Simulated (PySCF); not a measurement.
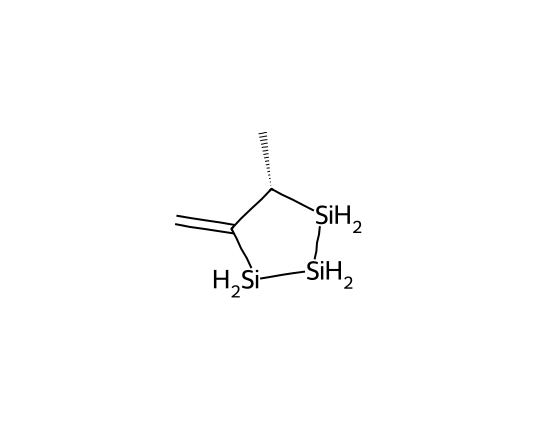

The geometry was computed by an optimisation with GFN2-xTB. No frequency run is at hand to confirm it as a minimum. Method: PBE0/pcSseg-1, gas phase (PySCF 2.14.0).

### Estimate the dipole moment.

0.50 D.

### What is the HOMO energy (Kohn–Sham orbital)?

−7.22 eV.

### Estimate the LUMO energy (Kohn–Sham orbital).

−0.82 eV.

The geometry is semi-empirical. Around Si such bond lengths and angles can be off by a tenth of an ångström or more and by several degrees, and values that hang on the shape move with them.
